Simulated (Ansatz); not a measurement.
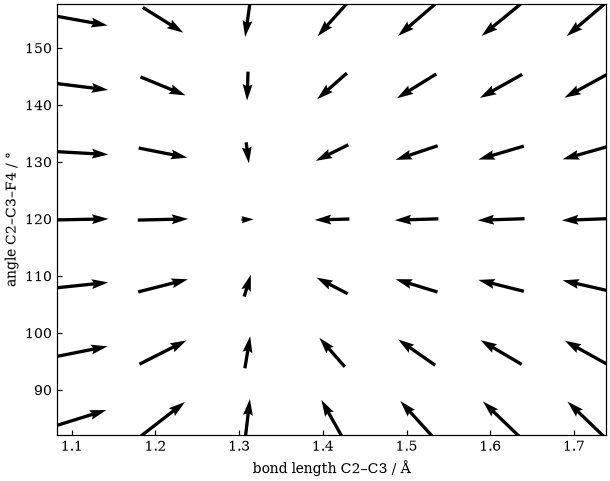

C2HFO, SMILES O=C=CF. 
- Coordinates scanned: (1) bond length C2–C3; (2) angle C2–C3–F4.
- Nothing is relaxed (all other coordinates rigid).
- The grid has 7 × 7 points.
- Points are written as (first, second).
- The calculation used Ansatz 0.2.0, RKS wB97X-V/def2-TZVP.

The picture shows arrows along the force (downhill), their lengths compressed.

The arrows alone are given. Where is the energy lowest?

Answer. The arrows converge at about (1.318 Å, 120°) (read from the interpolated surface).

The energy map of the same scan:

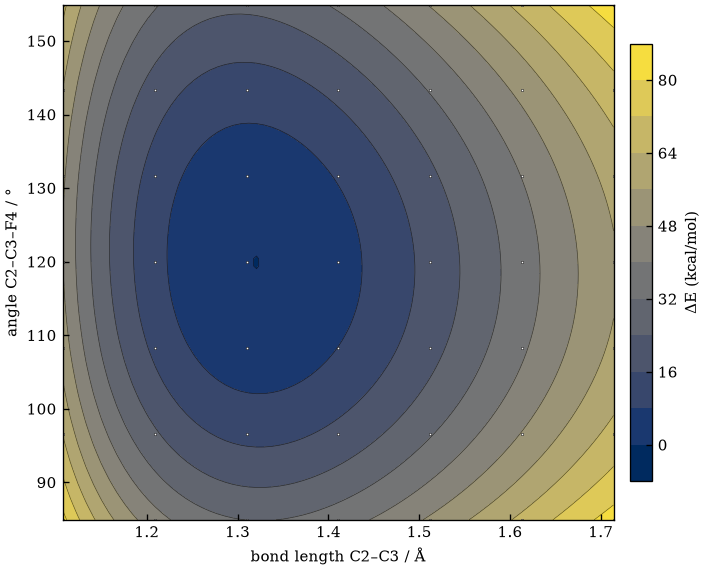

Energies are in kcal/mol, from the relaxed molecule at the same level; between grid points the surface is interpolated.
